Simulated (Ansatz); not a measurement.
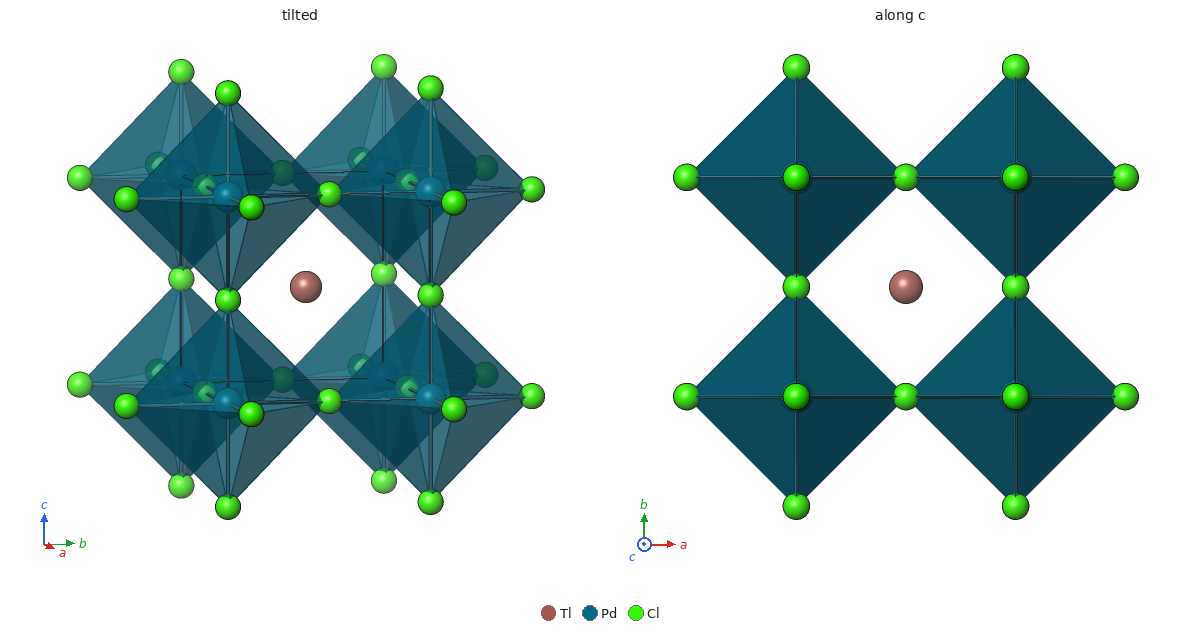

We look at a polyhedral model of the crystal slightly off an axis and along the c axis. The box is the conventional unit cell; atoms on or close to its faces, edges and corners are drawn wherever they repeat. Some neighbours outside the box are added.

TlPdCl3, cubic perovskite, space group Pm-3m (No. 221), a = 4.976 Å, b = 4.976 Å, c = 4.976 Å, α = 90.00°, β = 90.00°, γ = 90.00°. Its origin is a structure type filled with these elements by a generator (whether the compound takes this form wasn't checked). Earlier steps of the study may have refined or changed the cell and positions. It was run through Ansatz as a DFT input.

This one geometry was computed with Ansatz (DFT, plane waves, PAW) at four levels of theory: PBE, r2SCAN, PBE with spin-orbit coupling and LDA.

Which level gives the highest pressure at this volume, and what does that say about its equilibrium volume?

Highest: PBE (0.0 GPa) and PBE with spin-orbit coupling (-0.1 GPa), which points to the largest equilibrium volume. Lowest, with the smallest volume: LDA (-5.6 GPa). Levels within 0.5 GPa of each other can't be told apart.

How does the band gap change with the level of theory?

All levels give a metal.

Collect the results in a table.

| level | cutoff (eV) | k-mesh of the run's cell | gap (eV) | pressure (GPa) |
| --- | --- | --- | --- | --- |
| PBE | 420 | 8×8×8 | metal | 0.0 |
| r2SCAN | 500 | 8×8×8 | metal | -1.6 |
| PBE with spin-orbit coupling | 420 | 8×8×8 | metal | -0.1 |
| LDA | 420 | 8×8×8 | metal | -5.6 |

Gaps are taken on the k-mesh or band path of each run.
